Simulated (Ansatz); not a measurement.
A computed series for MoS2: pressure series

The reference is MoS$_{2}$ in the 3R-MoS2 type structure (space group R3m, No. 160; a = 3.175 Å, c = 18.586 Å (hexagonal axes); layered, stacked along the Cartesian z axis).

Cell and atoms are relaxed at each pressure.

Level of theory: r2SCAN+rVV10, PAW, 500 eV (Ansatz, a program for electronic structure; no spin-orbit coupling), earlier PAW set.

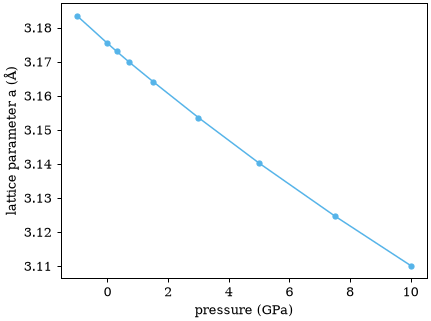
Figure. Lattice parameter a against pressure

```tsv
pressure (GPa)	lattice parameter a
-1	3.183 Å
0.3	3.173 Å
0.7	3.170 Å
1.5	3.164 Å
3	3.154 Å
5	3.140 Å
7.5	3.125 Å
10	3.110 Å
```

Load acts through the strain it causes; cell and atoms are relaxed under it. No phonon test of stability was made. No other phases were tried under pressure.
